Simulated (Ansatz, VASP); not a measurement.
# BiP: VASP beside Ansatz, part 2 of 2

Wanted: the spread between two codes on one cell, functional and k mesh. The cell is invented: As first built, before any earlier steps moved the atoms (in the runner's words): it takes the AlP structure with some of its atoms replaced by other elements, volume scaled by an estimate. It may not be a known or stable phase. The cell is taken from a series of VASP runs on this material, whose earlier steps may have relaxed, scaled or displaced it; both programs get it as it stands. Valence electrons are named where the data sets of a main pair hold unlike numbers.

VASP 6.6.1 and Ansatz 0.2.0.

So far: The starting structure; Ansatz: band structure, PBEsol; VASP: band structure, PBEsol; Side by side.

### Step 5. VASP: band structure, PBE, spin-orbit coupling

Level of this step: PBE, spin-orbit coupling; plane waves and PAW (Bi_d, P); invented cell (VASP).

With cell and atoms fixed, the geometry can't cause a difference; cores, projectors, grids and the points listed under the comparison can.

INCAR

```
SYSTEM = BiP
PREC = Accurate
ENCUT = 400
EDIFF = 1E-06
NELM = 100
ISMEAR = 0
SIGMA = 0.02
LREAL = .FALSE.
ALGO = Normal
GGA = PE
LNONCOLLINEAR = .TRUE.
MAGMOM = 0 0 0 0 0 0
NBANDS = 32
GGA_COMPAT = .FALSE.
LASPH = .TRUE.
LSORBIT = .TRUE.
LORBIT = 11
LWAVE = .FALSE.
LCHARG = .FALSE.
KPAR = 4
```

POSCAR

```
BiP
1.0
    0.0000000000      3.2501367134      3.2501367134
    3.2501367134      0.0000000000      3.2501367134
    3.2501367134      3.2501367134      0.0000000000
Bi P
1 1
Direct
    0.0000000000      0.0000000000      0.0000000000
    0.2500000000      0.2500000000      0.2500000000
```

KPOINTS

```
Automatic mesh
0
Gamma
5 5 5
0 0 0
```

KPOINTS_OPT

```
Line mode
16
Line-mode
Reciprocal
  0.00000000   0.00000000   0.00000000 GAMMA
  0.50000000   0.00000000   0.50000000 X

  0.50000000   0.00000000   0.50000000 X
  0.50000000   0.25000000   0.75000000 W

  0.50000000   0.25000000   0.75000000 W
  0.37500000   0.37500000   0.75000000 K

  0.37500000   0.37500000   0.75000000 K
  0.00000000   0.00000000   0.00000000 GAMMA

  0.00000000   0.00000000   0.00000000 GAMMA
  0.50000000   0.50000000   0.50000000 L

  0.50000000   0.50000000   0.50000000 L
  0.62500000   0.25000000   0.62500000 U

  0.62500000   0.25000000   0.62500000 U
  0.50000000   0.25000000   0.75000000 W

  0.50000000   0.25000000   0.75000000 W
  0.50000000   0.50000000   0.50000000 L

  0.50000000   0.50000000   0.50000000 L
  0.37500000   0.37500000   0.75000000 K

  0.62500000   0.25000000   0.62500000 U
  0.50000000   0.00000000   0.50000000 X
```

Potentials, in the order of the species: Bi_d and P (PBE family, release 64).

Run with:

```sh
$ mpirun -np 4 vasp_ncl
```

Numbers of over 12 decimals in the logs are rounded to 6 here.

The program printed:

```text
[banner, memory and clock lines left out]
running    4 mpi-ranks, on    1 nodes
[...]
LDA part: xc-table for (Slater+PW92), standard interpolation
 POSCAR, INCAR and KPOINTS ok, starting setup
[...]
entering main loop
       N       E                     dE             d eps       ncg     rms          rms(c)
DAV:   1     0.170307775147E+03    0.17031E+03   -0.82315E+03   896   0.104E+03
DAV:   2     0.804464493014E+01   -0.16226E+03   -0.15676E+03   936   0.319E+02
DAV:   3    -0.891905779451E+01   -0.16964E+02   -0.16673E+02  1136   0.120E+02
DAV:   4    -0.956208431725E+01   -0.64303E+00   -0.64229E+00  1064   0.258E+01
[...]
DAV:  13    -0.928328103973E+01    0.79870E-05   -0.55527E-05  1072   0.407E-02    0.780E-03
DAV:  14    -0.928327948675E+01    0.15530E-05   -0.74228E-06   832   0.163E-02    0.228E-03
DAV:  15    -0.928327986236E+01   -0.37560E-06   -0.14169E-06   984   0.533E-03
   1 F= -.92832799E+01 E0= -.92825394E+01  d E =-.148084E-02  mag=     0.0000    -0.0000     0.0000
 Start KPOINTS_OPT (optional k-point list driver)
k-point batch [1-14\160]
       N       E                     dE             ncg
DAV:   1    -0.215597525628E+03   -0.28850E+04      896
DAV:   2    -0.251284764770E+04   -0.22973E+04      936
DAV:   3    -0.274916389482E+04   -0.23632E+03     1136
DAV:   4    -0.275804653457E+04   -0.88826E+01     1048
DAV:   5    -0.275849805408E+04   -0.45152E+00     1392
DAV:   6    -0.275850271751E+04   -0.46634E-02     1088
DAV:   7    -0.275850293943E+04   -0.22192E-03     1400
DAV:   8    -0.275850294237E+04   -0.29376E-05     1024
DAV:   9    -0.275850294247E+04   -0.97109E-07      704
[...]
k-point batch [155-160\160]
       N       E                     dE             ncg
DAV:   1     0.411955833195E+04   -0.33971E+04      384
DAV:   2     0.316113456308E+04   -0.95842E+03      384
DAV:   3     0.306713305207E+04   -0.94002E+02      512
DAV:   4     0.306387253484E+04   -0.32605E+01      504
DAV:   5     0.306375995637E+04   -0.11258E+00      584
DAV:   6     0.306375836798E+04   -0.15884E-02      544
DAV:   7     0.306375831174E+04   -0.56238E-04      584
DAV:   8     0.306375831065E+04   -0.10911E-05      536
DAV:   9     0.306375831061E+04   -0.38597E-07      344
```

From OUTCAR (step 5):

```text
  Total        0.1550627      0.1550627      0.1550627      0.0000000     -0.0000000     -0.0000000
  in kB        3.6181196      3.6181196      3.6181196      0.0000000     -0.0000000     -0.0000000
  external PRESSURE =       3.6181196 kB  Pullay stress =       0.0000000 kB

 POSITION                                       TOTAL-FORCE (eV/Angst)
 -----------------------------------------------------------------------------------
      0.00000      0.00000      0.00000         0.000000      0.000000     -0.000000
      1.62507      1.62507      1.62507        -0.000000     -0.000000      0.000000
 -----------------------------------------------------------------------------------
    total drift:                                0.000000      0.000000      0.000000

  FREE ENERGIE OF THE ION-ELECTRON SYSTEM (eV)
  ---------------------------------------------------
  free  energy   TOTEN  =        -9.2832798624 eV

  energy  without entropy=       -9.2817990199  energy(sigma->0) =       -9.28253944

 magnetization (x)
# of ion       s       p       d       tot
------------------------------------------
    1        0.000   0.000  -0.000  -0.000
    2        0.000   0.000   0.000   0.000
--------------------------------------------------
tot          0.000   0.000  -0.000   0.000

 magnetization (y)
# of ion       s       p       d       tot
------------------------------------------
    1        0.000   0.000  -0.000   0.000
    2       -0.000   0.000   0.000  -0.000
--------------------------------------------------
tot         -0.000   0.000  -0.000   0.000

 magnetization (z)
# of ion       s       p       d       tot
------------------------------------------
    1       -0.000  -0.000  -0.000  -0.000
    2        0.000   0.000   0.000   0.000
--------------------------------------------------
tot          0.000  -0.000  -0.000  -0.000

[... 1 part as in an earlier step ...]

[... 2 further parts left out ...]
[key lines of the parts left out:]
E-fermi :   4.2084
```

The run ends at a pressure of 0.36 GPa.

### Step 6. Ansatz: band structure, PBE, spin-orbit coupling

The same cell, functional, mesh and smearing now go to Ansatz, which takes its cutoff from its data sets.

The cell is taken from a series of VASP runs on this material, whose earlier steps may have relaxed, scaled or displaced it; both programs get it as it stands.

input.yaml

```yaml
crystal:
  lattice:
    - [0.0, 3.2501367134, 3.2501367134]
    - [3.2501367134, 0.0, 3.2501367134]
    - [3.2501367134, 3.2501367134, 0.0]
  atoms:
    - { symbol: Bi, position: [0.0, 0.0, 0.0] }
    - { symbol: P, position: [0.25, 0.25, 0.25] }
hamiltonian:
  xc: pbe
  pseudopotentials: { kind: paw_fr }
magnetization:
  noncollinear: true
  spin_orbit: true
kpoints:
  mp_grid: { grid: [5, 5, 5] }
  band_path:
    path:
      - [0.0, 0.0, 0.0]
      - [0.16667, 0.0, 0.16667]
      - [0.33333, 0.0, 0.33333]
      - [0.5, 0.0, 0.5]
      - [0.5, 0.08333, 0.58333]
      - [0.5, 0.18333, 0.68333]
      - [0.5, 0.25, 0.75]
      - [0.45, 0.3, 0.75]
      - [0.40833, 0.34167, 0.75]
      - [0.35, 0.35, 0.7]
      - [0.225, 0.225, 0.45]
      - [0.075, 0.075, 0.15]
      - [0.03333, 0.03333, 0.03333]
      - [0.23333, 0.23333, 0.23333]
      - [0.4, 0.4, 0.4]
      - [0.51667, 0.46667, 0.51667]
      - [0.55833, 0.38333, 0.55833]
      - [0.60833, 0.28333, 0.60833]
      - [0.60833, 0.25, 0.64167]
      - [0.55833, 0.25, 0.69167]
      - [0.51667, 0.25, 0.73333]
      - [0.5, 0.3, 0.7]
      - [0.5, 0.38333, 0.61667]
      - [0.5, 0.48333, 0.51667]
      - [0.475, 0.475, 0.55]
      - [0.425, 0.425, 0.65]
      - [0.38333, 0.38333, 0.73333]
      - [0.59167, 0.18333, 0.59167]
      - [0.55, 0.1, 0.55]
      - [0.5, 0.0, 0.5]
    npoints: 1
scf:
  occupations: { method: gaussian, width: 0.02 }
  n_extra_bands: 14
output:
  forces: true
  stress: true
  eigenvalues: true
  write_density: true
  write_potential: true
  elf: true
  volumetric_format: npy
```

Run with:

```sh
$ ansatz run input.yaml --threads 2 --pin off --max-ram 4608MiB --backend cpu --events-out ev --progress --plain --runs-dir out
```

The program printed:

```text
[...]
non-collinear run that drives no moment, with spin-orbit: no starting moment large enough to seed its density (crystal.atoms[].spin), no starting occupations that ask for one, no magnetisation constraint and no magnetic field, so the semilocal B_xc is pinned to zero
Crystal: 2 atoms, lattice volume = 68.665 Å³
[...]
k-point 0: bands = [... 16 lower, 4.6278, 4.6278, 4.6278, 4.6278, 6.2669, 6.2669, 7.6017, 7.6017, ... 10 higher]
  k-point 1: bands = [... 16 lower, 4.2952, 4.3078, 4.3925, 4.3925, 6.8721, 6.8721, 8.0767, 8.0768, ... 10 higher]
  k-point 2: bands = [... 16 lower, 3.9099, 3.9164, 3.9419, 3.9419, 7.5922, 7.5922, 8.5142, 8.5226, ... 10 higher]
  k-point 9: bands = [... 16 lower, 2.5444, 2.9702, 6.0090, 6.2195, 6.8385, 7.7165, 8.6727, 8.9448, ... 10 higher]
[key lines of the parts left out:]
SCF converged after 8 iterations
Magnetization: |M| = 0.0000 μB,  M = (+0.0000, +0.0000, +0.0000) μB
Free energy (F): -13193.292453 eV
Fermi energy:    6.203934 eV
P = ⅓ Tr σ = 0.3309 GPa (3.309 kbar)
```

The job ended after 9.7 s (2 threads of Arm Neoverse V2, shared host; peak memory 0.46 GiB).

### Step 7. Comparison

What differs besides the data sets and the points named for the pairs above, as far as they apply: spin-orbit coupling enters by fully relativistic files in Ansatz and inside the spheres in VASP. Total energies have different zeros and are not compared.

Compared:

```csv
quantity,Ansatz,VASP,difference
pressure (GPa),0.33,0.36,-0.03
```

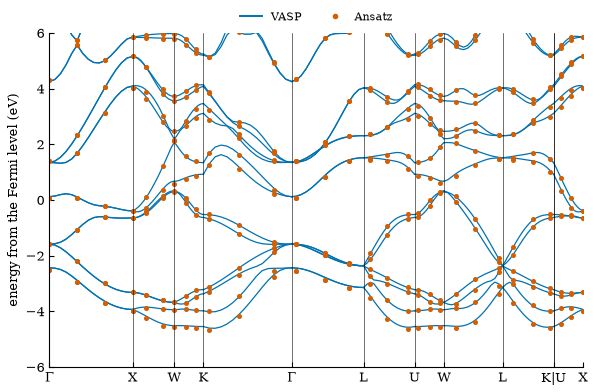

Bands from VASP (lines) and levels from Ansatz (dots). Dots without a line are higher empty bands that the VASP plot leaves out.

Levels from 3 eV below to 2 eV above the Fermi level differ by 35 meV r.m.s. and 98 meV at most; each VASP level is matched to the nearest of Ansatz, which flatters the figure a little. Ansatz's pressure holds a Pulay correction of 0.02 GPa; VASP's holds none.

### Step 8. VASP: band structure, r2SCAN, spin-orbit coupling

A single point gives forces, pressure and levels at one fixed geometry, so differences don't come from the geometry; what else differs is listed under the comparison.

INCAR: that of step 5 with these lines changed.

```diff
@@ -9,3 +9,4 @@
 ALGO = Normal
-GGA = PE
+METAGGA = R2SCAN
+LASPH = .TRUE.
 LNONCOLLINEAR = .TRUE.
@@ -14,3 +15,2 @@
 GGA_COMPAT = .FALSE.
-LASPH = .TRUE.
 LSORBIT = .TRUE.
```

POSCAR is that of step 5.

KPOINTS is that of step 5.

KPOINTS_OPT is that of step 5.

Run with:

```sh
$ mpirun -np 4 vasp_ncl
```

The program printed:

```text
[banner, memory and clock lines left out]
running    4 mpi-ranks, on    1 nodes
[...]
[... a notice as in an earlier step ...]

 LDA part: xc-table for (None), standard interpolation
 POSCAR, INCAR and KPOINTS ok, starting setup
[...]
entering main loop
       N       E                     dE             d eps       ncg     rms          rms(c)
DAV:   1     0.112503573766E+03    0.11250E+03   -0.83641E+03   896   0.106E+03
DAV:   2    -0.541494499548E+02   -0.16665E+03   -0.16100E+03   936   0.326E+02
DAV:   3    -0.713574648711E+02   -0.17208E+02   -0.16915E+02  1128   0.122E+02
DAV:   4    -0.720334258053E+02   -0.67596E+00   -0.67521E+00  1088   0.267E+01
[...]
DAV:  13    -0.673117132475E+02    0.22284E-04   -0.41529E-05  1128   0.791E-02    0.142E-02
DAV:  14    -0.673117120677E+02    0.11797E-05   -0.13778E-05  1040   0.298E-02    0.248E-03
DAV:  15    -0.673117121856E+02   -0.11790E-06   -0.92500E-07   664   0.733E-03
   1 F= -.67311712E+02 E0= -.67311083E+02  d E =-.125900E-02  mag=    -0.0000     0.0000     0.0000
 Start KPOINTS_OPT (optional k-point list driver)
k-point batch [1-14\160]
       N       E                     dE             ncg
DAV:   1    -0.298014311631E+03   -0.29674E+04      896
DAV:   2    -0.267151501888E+04   -0.23735E+04      944
DAV:   3    -0.291429059230E+04   -0.24278E+03     1128
DAV:   4    -0.292346140425E+04   -0.91708E+01     1072
DAV:   5    -0.292392200464E+04   -0.46060E+00     1376
DAV:   6    -0.292392766530E+04   -0.56607E-02     1112
DAV:   7    -0.292392792974E+04   -0.26444E-03     1384
DAV:   8    -0.292392793356E+04   -0.38165E-05     1016
DAV:   9    -0.292392793368E+04   -0.12613E-06      696
[...]
k-point batch [155-160\160]
       N       E                     dE             ncg
DAV:   1     0.408057199794E+04   -0.34360E+04      384
DAV:   2     0.309132890733E+04   -0.98924E+03      384
DAV:   3     0.299478815300E+04   -0.96541E+02      512
DAV:   4     0.299139191158E+04   -0.33962E+01      520
DAV:   5     0.299130022766E+04   -0.91684E-01      568
DAV:   6     0.299129830540E+04   -0.19223E-02      560
DAV:   7     0.299129825523E+04   -0.50174E-04      568
DAV:   8     0.299129825377E+04   -0.14553E-05      568
DAV:   9     0.299129825374E+04   -0.32182E-07      344
```

OUTCAR, selected parts (step 8):

```text
  Total       -0.1304272     -0.1304272     -0.1304272      0.0000000      0.0000000      0.0000000
  in kB       -3.0432929     -3.0432929     -3.0432929      0.0000000      0.0000000      0.0000000
  external PRESSURE =      -3.0432929 kB  Pullay stress =       0.0000000 kB

  FREE ENERGIE OF THE ION-ELECTRON SYSTEM (eV)
  ---------------------------------------------------
  free  energy   TOTEN  =       -67.3117121856 eV

  energy  without entropy=      -67.3104531864  energy(sigma->0) =      -67.31108269

 magnetization (x)
# of ion       s       p       d       tot
------------------------------------------
    1        0.000  -0.000   0.000  -0.000
    2       -0.000  -0.000   0.000  -0.000
--------------------------------------------------
tot         -0.000  -0.000   0.000  -0.000

 magnetization (y)
# of ion       s       p       d       tot
------------------------------------------
    1        0.000   0.000   0.000   0.000
    2        0.000  -0.000   0.000  -0.000
--------------------------------------------------
tot          0.000  -0.000   0.000  -0.000

 magnetization (z)
# of ion       s       p       d       tot
------------------------------------------
    1       -0.000  -0.000   0.000  -0.000
    2       -0.000   0.000   0.000   0.000
--------------------------------------------------
tot         -0.000  -0.000   0.000  -0.000

[... 3 parts as in an earlier step ...]

[... 1 further part left out ...]
[key lines of the parts left out:]
E-fermi :   4.1606
```

The run ends at a pressure of -0.30 GPa.

### Step 9. Ansatz: band structure, r2SCAN, spin-orbit coupling

The same cell, functional, mesh and smearing now go to Ansatz, which takes its cutoff from its data sets.

The cell is taken from a series of VASP runs on this material, whose earlier steps may have relaxed, scaled or displaced it; both programs get it as it stands.

input.yaml: that of step 6 with these lines changed.

```diff
@@ -9,3 +9,3 @@
 hamiltonian:
-  xc: pbe
+  xc: r2scan
   pseudopotentials: { kind: paw_fr }
```

Run with:

```sh
$ ansatz run input.yaml --threads 2 --pin off --max-ram 4608MiB --backend cpu --events-out ev --progress --plain --runs-dir out
```

The program printed:

```text
[...]
Crystal: 2 atoms, lattice volume = 68.665 Å³
Basis set: ecut = 500 eV, 1807 PW (Γ), exchange–correlation on 144×144×144 points (64 copies of the dense FFT grid, shifted against one another)
Bands: 34, of which v1, the nominal top of the filled ones, is band 20 counted from 1 (19 counted from 0)
[...]
k-point 0: bands = [... 16 lower, 4.4085, 4.4085, 4.4085, 4.4085, 6.2062, 6.2062, 7.5692, 7.5692, ... 10 higher]
  k-point 1: bands = [... 16 lower, 4.0570, 4.0701, 4.2089, 4.2089, 6.8519, 6.8519, 8.0734, 8.0846, ... 10 higher]
  k-point 2: bands = [... 16 lower, 3.6487, 3.6555, 3.7764, 3.7764, 7.6124, 7.6124, 8.5460, 8.5548, ... 10 higher]
  k-point 9: bands = [... 16 lower, 2.2434, 2.6761, 5.9686, 6.1681, 6.8531, 7.7568, 8.7495, 9.0363, ... 10 higher]
[key lines of the parts left out:]
SCF converged after 9 iterations
Magnetization: |M| = 0.0000 μB,  M = (+0.0000, +0.0000, +0.0000) μB
Free energy (F): -13135.335187 eV
Fermi energy:    6.158102 eV
P = ⅓ Tr σ = -0.3808 GPa (-3.808 kbar)
```

The job ended after 19 s (2 threads; peak memory 0.68 GiB; 36 s of CPU time).

### Step 10. Comparison

What differs besides the data sets and the points named for the pairs above, as far as they apply: VASP keeps PBE cores, Ansatz makes them for the functional; the cutoff is 500 eV in Ansatz and 400 eV in VASP. Total energies have different zeros and are not compared.

Both answers:

```csv
quantity,Ansatz,VASP,difference
pressure (GPa),-0.38,-0.30,-0.08
```

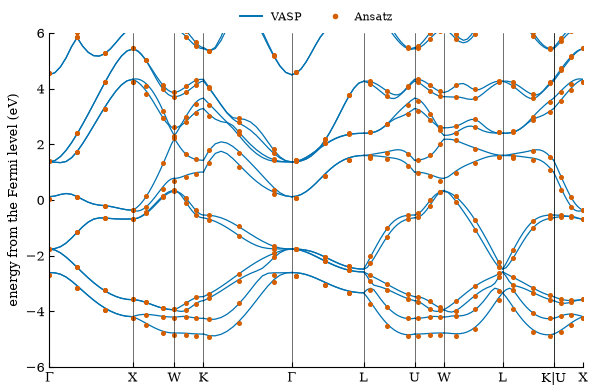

Bands from VASP (lines) and levels from Ansatz (dots). Dots without a line are higher empty bands that the VASP plot leaves out.

Levels from 3 eV below to 2 eV above the Fermi level differ by 40 meV r.m.s. and 111 meV at most; each VASP level is matched to the nearest of Ansatz, which flatters the figure a little. Ansatz's pressure holds a Pulay correction of 0.02 GPa; VASP's holds none.

### Step 11. What came out

| Property | Result |
| --- | --- |
| r.m.s. difference of levels near the Fermi level (band structure, PBEsol) | 1.2 meV |
| r.m.s. difference of levels near the Fermi level (band structure, PBE, spin-orbit coupling) | 35 meV |
| r.m.s. difference of levels near the Fermi level (band structure, r2SCAN, spin-orbit coupling) | 40 meV |

The r.m.s. difference of levels near the Fermi level is 40 meV (band structure, r2SCAN, spin-orbit coupling), within the 80 meV picked in this series as the mark of a large difference. Such differences can come from data sets, numerical settings and the points named under the comparisons, not from the functional's error against experiment.

[Lines on the potential files, build, host, timing and source positions are cut from VASP's logs without a mark.]

[Logs are printed without paths, hosts, clocks, repeated set-up lines and the standing remarks that a program may print on its own settings, such as how far it seeks lower states.]

[Hosts, paths, dates, database ids (printed as entryN), source tags and the programs' standing remarks are cut or masked in the printed files.]
